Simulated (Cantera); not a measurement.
Charge: 1 mol SiF4, 1.2 mol NH3, equilibrated at 798 K.

Cantera equilibrium calculation (NASA polynomials, part measured and part estimated; ideal gas, pure solids and liquids). Candidate condensed phases: Si, Si3N4; 37 gas species. Rates play no part.

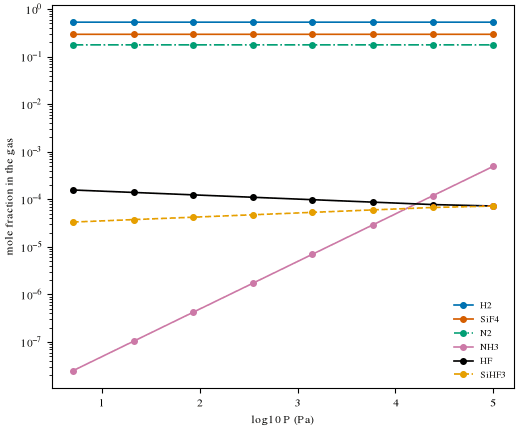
Figure. Equilibrium gas composition (values under 1e-9 drawn at 1e-9)

Question: Read off the mole fractions at 21.0 Pa.

Answer: H2 about 0.53, SiF4 about 0.29, N2 about 0.18, HF about 0.00014, SiHF3 about 3.7e-5, NH3 about 1.0e-7.
